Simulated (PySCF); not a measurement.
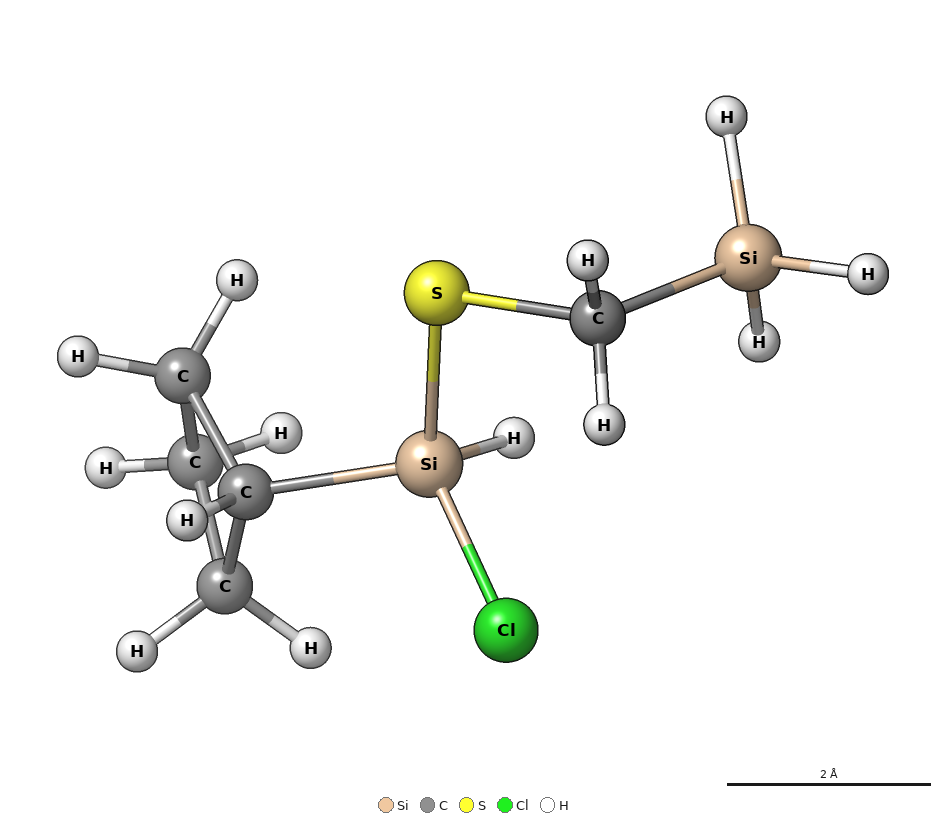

Ball-and-stick drawing of a structure.

Computed geometry: GFN2-xTB optimisation. No frequency run is at hand to confirm it as a minimum.

> Which formula does it have?

C5H13ClSSi2, 22 atoms: 5 carbon, 13 hydrogen, 1 chlorine, 1 sulfur and 2 silicon.

> Give the symmetry (Schoenflies symbol).

C1.

> Name functional groups in it.

Among them: Si–H bond.

> How many bonds of each kind are drawn?

9 C–H, 4 C–C, 4 Si–H, 2 C–Si, 1 C–S, 1 S–Si, 1 Cl–Si.

More results for the same structure follow; atom numbers are the same in all pictures, views and colours differ.

## Electronic properties

No frequency run is at hand to confirm it as a minimum. Method: PBE0/pcSseg-1, gas phase (PySCF 2.14.0).

What does the calculation give?

- dipole moment: 0.79 D
- HOMO energy (Kohn–Sham orbital): −6.83 eV
- LUMO energy (Kohn–Sham orbital): −0.22 eV
- HOMO–LUMO gap: 6.61 eV

## Charges

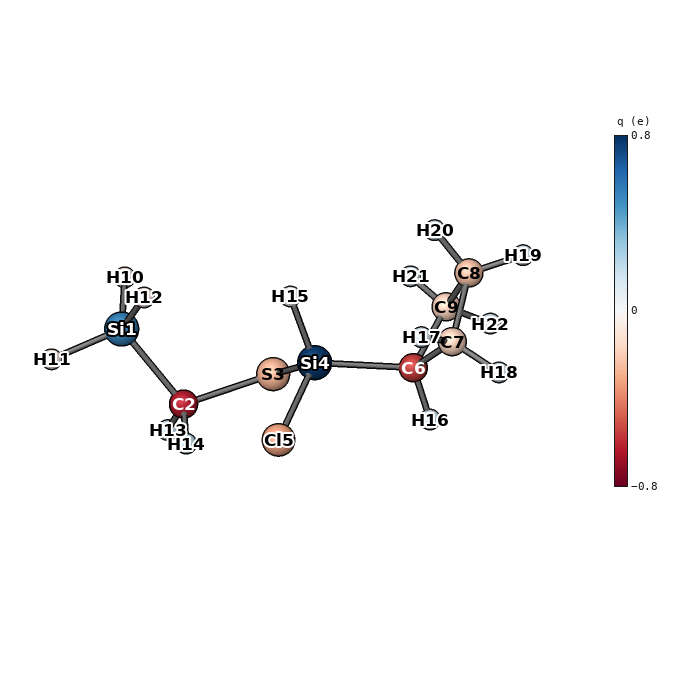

Atoms are coloured by their Mulliken charges. No frequency run is at hand to confirm it as a minimum. Method: PBE0/pcSseg-1, gas phase (PySCF 2.14.0).

List the Mulliken charges.

| atom | value (e) |
| --- | --- |
| Si1 | 0.53 |
| C2 | −0.63 |
| S3 | −0.27 |
| Si4 | 0.77 |
| Cl5 | −0.32 |
| C6 | −0.56 |
| C7 | −0.17 |
| C8 | −0.23 |
| C9 | −0.18 |
| H10 | −0.07 |
| H11 | −0.09 |
| H12 | −0.07 |
| H13 | 0.19 |
| H14 | 0.19 |
| H15 | −0.02 |
| H16 | 0.16 |
| H17 | 0.13 |
| H18 | 0.12 |
| H19 | 0.13 |
| H20 | 0.12 |
| H21 | 0.13 |
| H22 | 0.12 |

## Quadrupole coupling

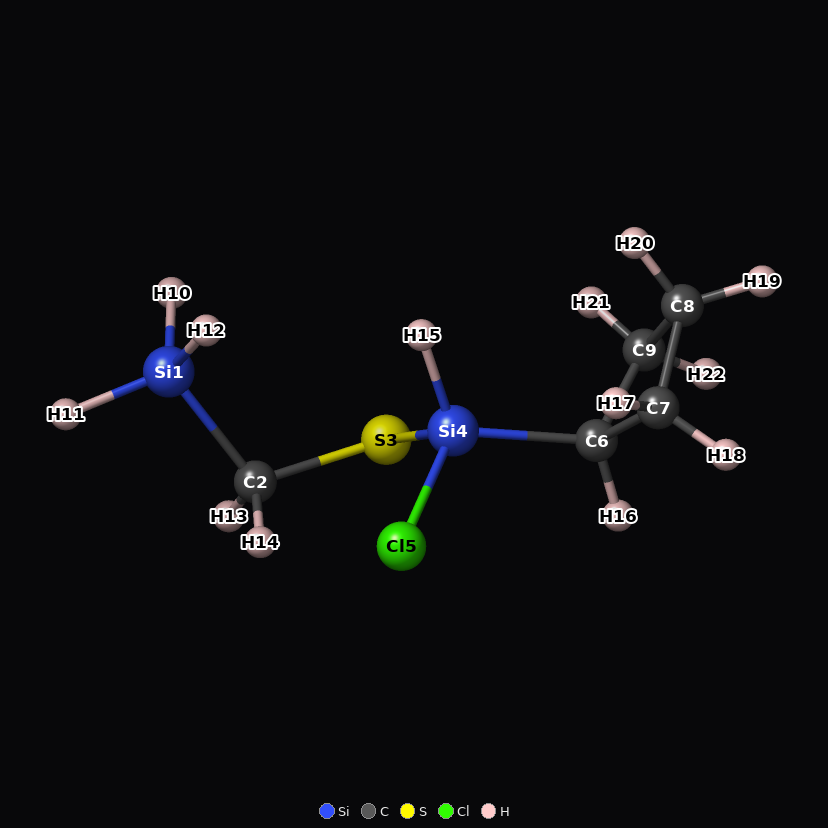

No frequency run is at hand to confirm it as a minimum. Electric field gradients from the ground-state density, PBE0/pcSseg-1 (PySCF 2.14.0), non-relativistic apart from any core potentials.

Give the largest field-gradient component, the quadrupole coupling constant and the asymmetry for 33S at S3 (Q = −67.81 mb), 35Cl at Cl5 (Q = −81.7 mb).

| atom | V_zz (a.u.) | e²qQ/h (MHz) | η |
| --- | --- | --- | --- |
| S3 | −2.249 | 35.8 | 0.87 |
| Cl5 | 2.019 | −38.8 | 0.12 |

Mulliken values depend strongly on the basis set and can even reverse the polarity of a bond. The geometry is semi-empirical. Around Si such bond lengths and angles can be off by a tenth of an ångström or more and by several degrees, and values that hang on the shape move with them.
